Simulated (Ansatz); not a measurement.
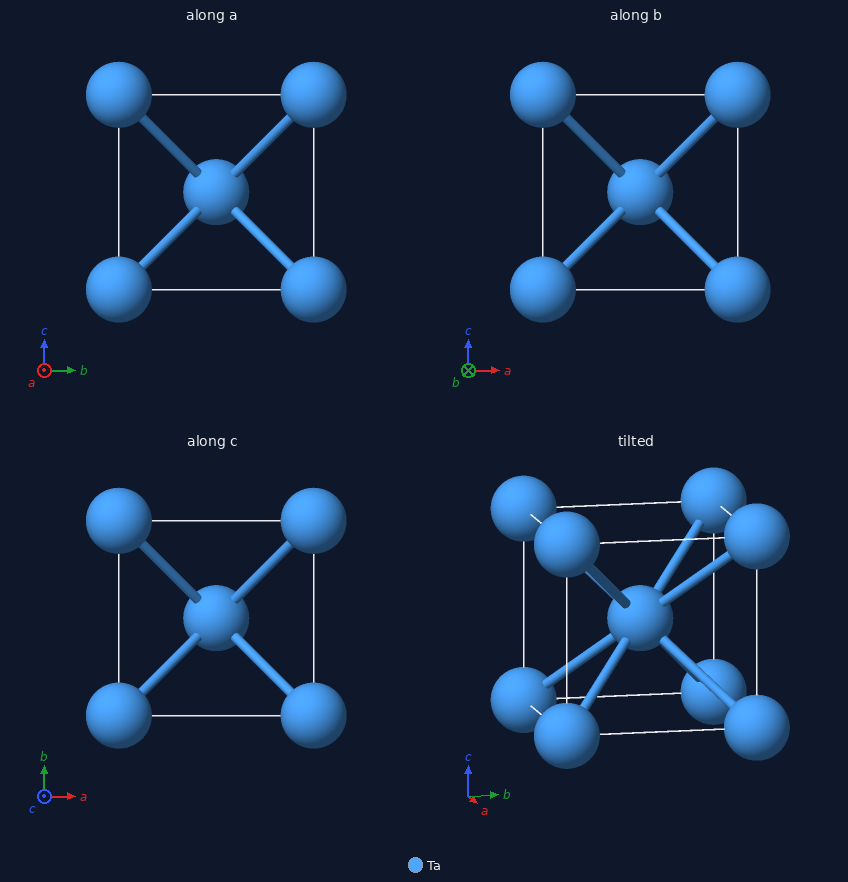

The image is a ball-and-stick drawing of a crystal, viewed along the a axis, along the b axis, along the c axis and slightly off an axis. The edges of the conventional unit cell are marked.

Lattice parameters: a = 3.319 Å, b = 3.319 Å, c = 3.319 Å, α = 90.00°, β = 90.00°, γ = 90.00°. Put a along x and b in the xy plane.

Set out the cell and atoms as a POSCAR file.

```
Ta
1.0
     3.319    0.000    0.000
     0.000    3.319    0.000
     0.000    0.000    3.319
Ta
2
Direct
  0.0000 0.0000 0.0000
  0.5000 0.5000 0.5000
```

The cell started as the standard structure of this element. Earlier steps of the study may have refined or changed the cell and positions. Ansatz was used for an electronic-structure calculation on it.
